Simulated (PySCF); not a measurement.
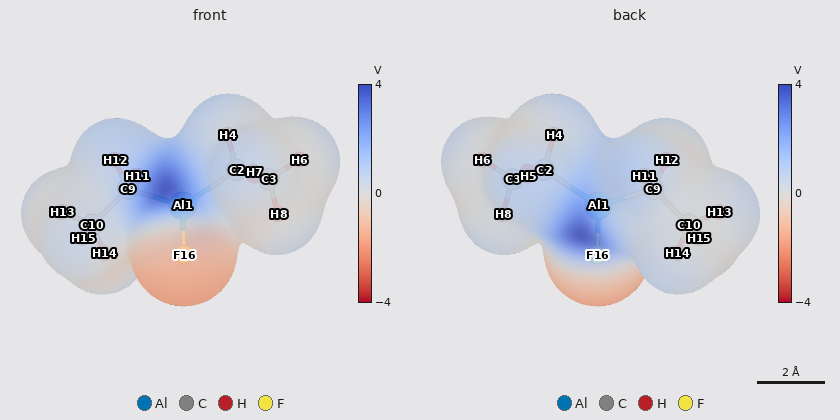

C4H10AlF (SMILES C[CH2][Al]([F])[CH2]C). The electrostatic potential painted on the density surface at 0.002 e/bohr³, seen from the front and from behind; red is negative and blue positive.

Geometry: PBE0-D3(BJ)/def2-SVP.

These are results of PBE0/pcSseg-1 Al:pcSseg-2, SCF density, gas phase, non-relativistic in PySCF 2.14.0, not measurements.

| atom | x (Å) | y (Å) | z (Å) |
| --- | --- | --- | --- |
| Al | -0.1447 | -0.3051 | -0.0551 |
| C | 1.7576 | -0.3605 | 0.3953 |
| C | 2.2329 | -1.5482 | 1.2326 |
| H | 2.0306 | 0.5968 | 0.8767 |
| H | 2.2977 | -0.3401 | -0.5723 |
| H | 3.3250 | -1.5411 | 1.3847 |
| H | 1.7699 | -1.5540 | 2.2323 |
| H | 1.9755 | -2.5090 | 0.7610 |
| C | -1.1574 | 1.2978 | -0.5322 |
| C | -2.5718 | 1.0905 | -1.0732 |
| H | -0.5456 | 1.8787 | -1.2484 |
| H | -1.1816 | 1.9352 | 0.3733 |
| H | -3.0851 | 2.0452 | -1.2751 |
| H | -2.5681 | 0.5202 | -2.0156 |
| H | -3.2006 | 0.5246 | -0.3684 |
| F | -0.9686 | -1.7651 | -0.0492 |

### Where is the surface potential most negative and most positive?

The most negative region (about −1.6 V, or −37 kcal/mol for a unit charge) lies over F16, the most positive (about +3.6 V, or +83 kcal/mol for a unit charge) over Al1.

### How polar is the molecule by this calculation?

Its dipole moment is 1.94 D.
